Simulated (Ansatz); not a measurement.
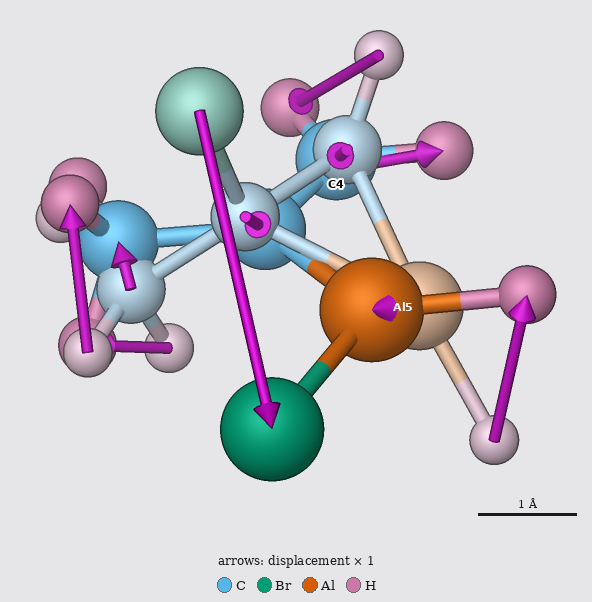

This is a relaxation of C3H6AlBr (coarse preliminary run). The starting structure is drawn faded, the final one solid; purple arrows show the displacements, at their true length. The two geometries are superimposed by the best rigid fit.

A ball-and-stick model, seen from a free direction.

The start comes from a force field.

Level of theory: RKS PBE-D4/def2-SVP (Ansatz). (force threshold 0.03 eV/Å; at most 200 steps)

### What happened in the run?

Over 34 accepted moves (35 points after the start) the energy falls by 327.3 kJ/mol. The largest force component goes from 3.9 to 0.026 eV/Å. The line search rejected the trial step at point 27 of the run. The atom that moves furthest after the best rigid fit is the Br atom (3.45 Å). Largest moves by element: Br 3.45 Å, H 2.03 Å, Al 0.81 Å, C 0.68 Å. Among the contacts that change: Br–C 2.860 → 4.847 Å, Br–C 1.907 → 3.659 Å, Br–C 2.874 → 3.993 Å, Al–Br 3.301 → 2.282 Å. New bonds form: Al–Br (3.30 → 2.28 Å). Bonds break: Br–C (1.91 → 3.66 Å). Among the angles between lasting bonds that change: C–C–Al 68.5° → 113.4°, C–Al–H 145.8° → 122.1°, C–C–H 111.2° → 122.3°.
